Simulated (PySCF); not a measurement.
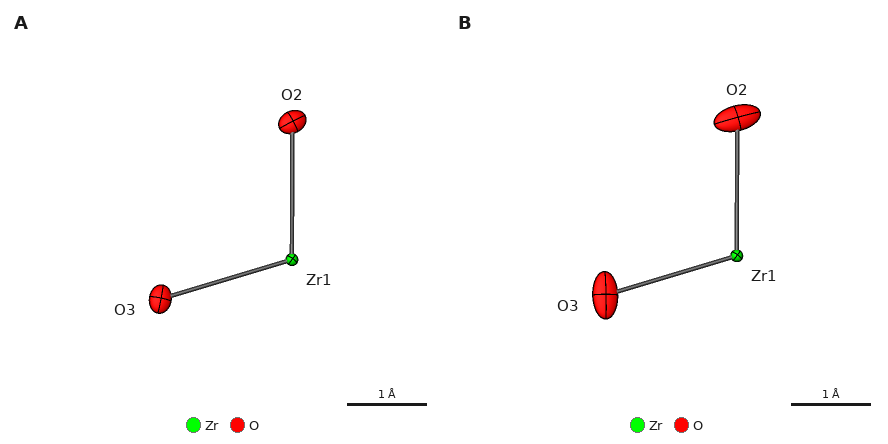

Displacement ellipsoids at the 50 % level, scaled by 3, from the internal vibrations of the free molecule (harmonic, no overall translation or rotation; no half-axis is drawn under 0.075 Å). The species is neutral and a spin singlet. Vibrations computed with RKS-based B3LYP, Zr def2-TZVP with ECP28, O def2-TZVP; scalar-relativistic core potentials; density fitting (PySCF 2.14.0). One panel is for 0 K (zero-point motion alone), the other for 600 K.

Question: Which panel is for 600 K?

Answer: B.

Question: How much does the mean-square displacement of O2 grow, and why?

Answer: U_eq goes from 0.00082 to 0.0018 Å², a factor of 2.2. Modes below kT (417 cm⁻¹ at 600 K) grow about in proportion to T, and the lowest lies at 306 cm⁻¹; the mean-square amplitude of a mode is its zero-point value times coth(ħω/2kT), which comes close to 1 only above about 3kT.

The search tried a few shapes and spins; others may lie lower.
